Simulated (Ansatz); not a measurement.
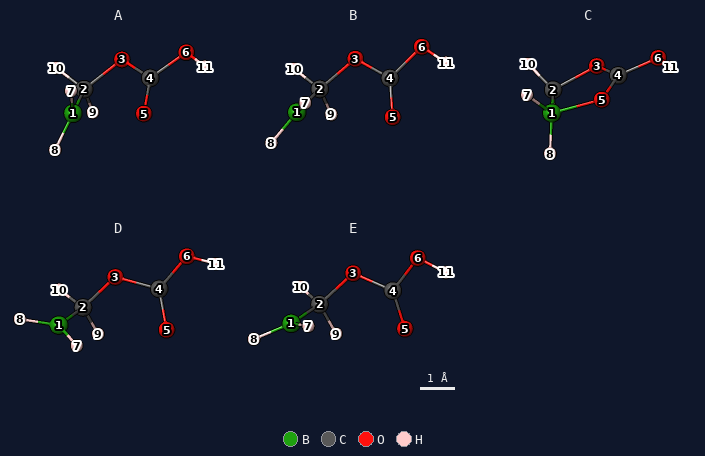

5 geometries from one relaxation of C$_{2}$H$_{5}$BO$_{3}$ (coarse preliminary run), in shuffled order. Style: ball-and-stick. Shown from a free direction.

The start comes from a force field.

All numbers below come from Ansatz, RKS PBE-D4/def2-SVP. (force threshold 0.03 eV/Å; at most 200 steps)

### Put them in the order of the run, from the start to the converged end.

D, E, B, A, C. They are steps 0, 5, 10, 14, 25, at +2.248 eV, +0.913 eV, +0.802 eV, +0.494 eV relative to the last. Over 23 accepted moves (25 points after the start) the energy falls by 2.248 eV. Largest force component: 5.3 eV/Å at the start, 0.025 eV/Å at the end. The line search rejected the trial steps at points 18, 21 of the run. The atom that moves furthest after the best rigid fit is H8 (2.32 Å). Largest moves by element: H 2.32 Å, O 1.36 Å, B 0.70 Å, C 0.33 Å. Among the contacts that change: B1–O5 3.256 → 1.627 Å, B1–C4 3.238 → 2.347 Å, O3–C4 1.472 → 1.297 Å, C2–O3 1.397 → 1.501 Å. New bonds form: B1–O5 (3.26 → 1.63 Å). Among the angles between lasting bonds that change: C2–O3–C4 124.8° → 108.1°, C4–O6–H11 120.3° → 107.3°, C2–B1–H7 122.4° → 115.0°. Groups turn about C2–O3 by about 75°.
